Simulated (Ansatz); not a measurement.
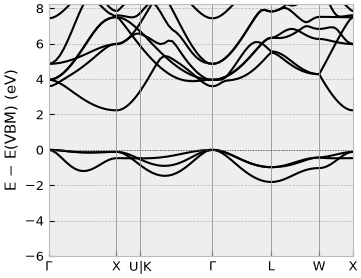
Figure: Band structure from plane-wave PAW PBE (Ansatz code)

### Question
Read off the gap and where the band edges lie.

### Answer
About 2.2 eV (2.23 eV by a search for the band edges); maximum at Γ, minimum at X.

### Question
Which compound is it?
A) BaS, rock salt
B) PbSe, rock salt
C) BeSe, zinc blende
D) CuCl, zinc blende

### Answer
A, BaS, rock salt

Space group Fm-3m (rock salt). The PBE relaxation kept the symmetry of its start. Spin–orbit coupling is left out wherever it is not named.

Potentials: the later of the program's two PAW sets.
